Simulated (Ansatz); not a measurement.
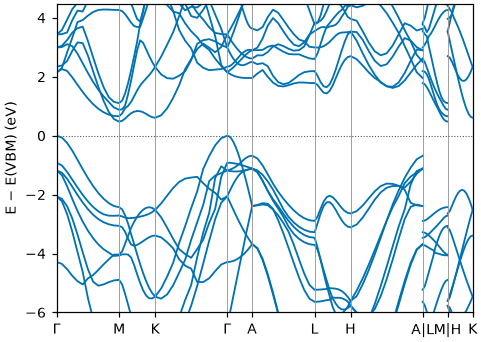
Fig. 1. Band structure from plane-wave PAW PBE (Ansatz code)

Q: Read off the gap and where the band edges lie.

A: About 0.5 eV (0.48 eV by a search for the band edges); maximum at Γ, minimum at M.

Q: Pick the material that matches.
A) BAs, P6_222 (B on 3d, As on 3c)
B) GaN, wurtzite
C) SiC, 6H polytype
D) CdS, wurtzite

A: A, BAs, P6_222 (B on 3d, As on 3c)

The start of the workflow was typed in or built on a structure type; neither database checked (COD, Materials Project) lists it. It is not the phase usual at ambient conditions (space group No. 216). The PBE relaxation kept the symmetry of its start; its stability against distortions is not shown here. Its formation energy is positive at this level, so the cell may be metastable or incomplete. Scalar-relativistic: spin–orbit coupling is off unless named, which matters more the heavier the elements.

Potentials: the earlier of the program's two PAW sets.
